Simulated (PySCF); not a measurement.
# C6H13PSi (SMILES CC1=CP(C[SiH3])CC1): what the fields show

Input file:

```
{"job": {"kind": "nmr", "xc": "PBE0", "basis": "pcSseg-1"}, "charge": 0, "multiplicity": 1}
C     -2.307812    -1.387680     0.366561
C     -1.344165    -0.357073    -0.120969
C     -0.696732    -0.389538    -1.281349
P      0.388423     1.029482    -1.601452
C      2.034895     0.317469    -1.089676
Si     2.247172    -0.606655     0.560367
C     -0.212986     1.826951    -0.019373
C     -1.035036     0.808136     0.775343
H     -3.289405    -0.941288     0.526636
H     -1.970236    -1.793369     1.320222
H     -2.406478    -2.201133    -0.347549
H     -0.819035    -1.165107    -2.021547
H      2.316779    -0.346485    -1.912490
H      2.735014     1.157416    -1.130023
H      1.278329    -1.693709     0.695288
H      2.121079     0.322199     1.688035
H      3.602168    -1.165914     0.566971
H     -0.840636     2.672017    -0.315088
H      0.627399     2.229470     0.547193
H     -0.478497     0.444499     1.644734
H     -1.959160     1.257255     1.147692
```

Command:

```sh
OMP_NUM_THREADS=1 python probes_run.py task.json out
```

Geometry: GFN2-xTB.

The calculation used PySCF 2.14.0, PBE0/pcSseg-1, SCF density, gas phase, non-relativistic.

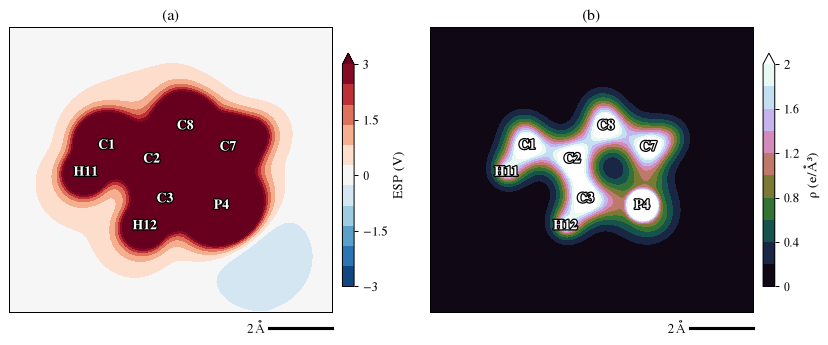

Figure 1. (a) molecular electrostatic potential; (b) total electron density on the plane of atoms C1, C2 and C3.

Describe what can be read from this map.

Answer. Atoms in the plane: C, P and H. C–C (1.33 Å): the density is about 2.3 e/Å³ at the midpoint. C–P (1.81 Å): ρ is about 1.2 e/Å³ halfway. C–H (1.08 Å): ρ is about 2 e/Å³ halfway. C–C (1.49 Å): ρ is about 1.7 e/Å³ halfway. C–P (1.87 Å): ρ at the midpoint is about 1.1 e/Å³. Outside the dense part of the molecule the potential is most negative (−0.8 V) near P4.

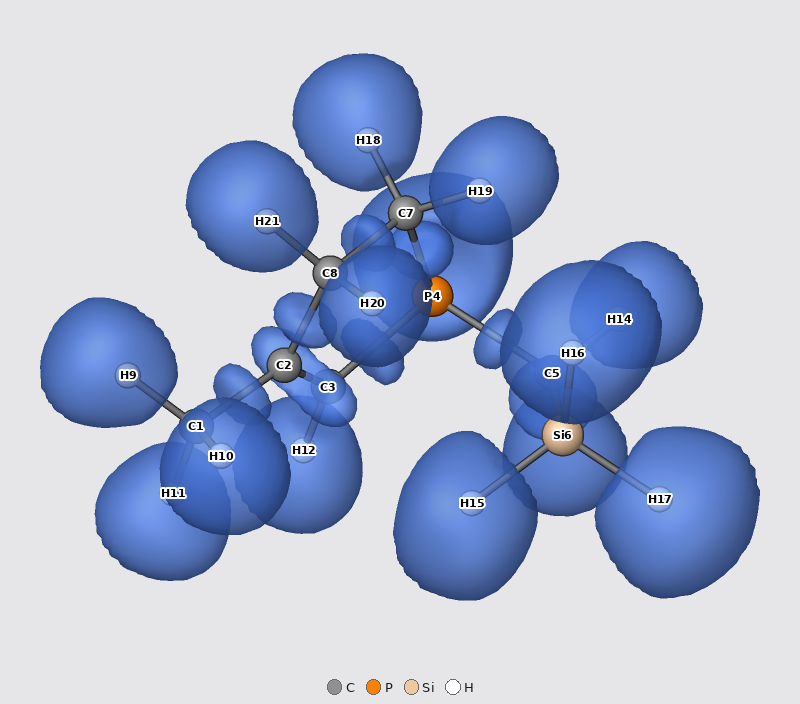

Figure 2. Isosurface of the electron localisation function at 0.85 (blue), seen at a tilt. Only the valence region is drawn (cores and ρ < 0.01 e/Å³ removed).

Identify the bonds, lone pairs and shells in this picture.

Answer. At this value the surface marks out four regions between bonded C–C atoms (shared pairs), three regions between bonded C–P atoms (shared pairs), one region between bonded C–Si atoms (shared pairs), 13 regions around hydrogen nuclei and one lobe on P, pointing away from the bonds (lone pairs). Profiles from the grid: C–C (1.33 Å): the ELF peaks at about 0.90 between the atoms; a multiple bond. C–P (1.81 Å): the ELF peaks at about 0.95 between the atoms, as expected for a covalent bond.

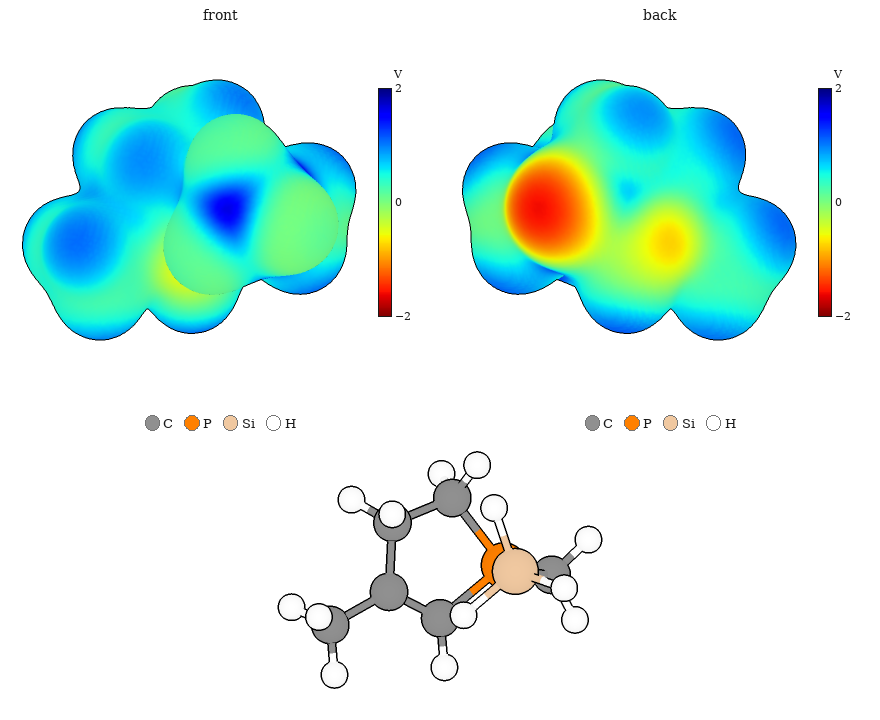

Figure 3. The molecular electrostatic potential painted on the density surface at 0.004 e/bohr³, seen from the front and from behind; red is negative and blue positive. The bare structure is drawn below in the same view.

Which sites attract a positive test charge, and which a negative one?

Answer. A positive charge is drawn to the negative regions and a negative charge to the positive ones. The most negative region (about −1.5 V) lies over P4, the most positive (about +1.5 V) over Si6.
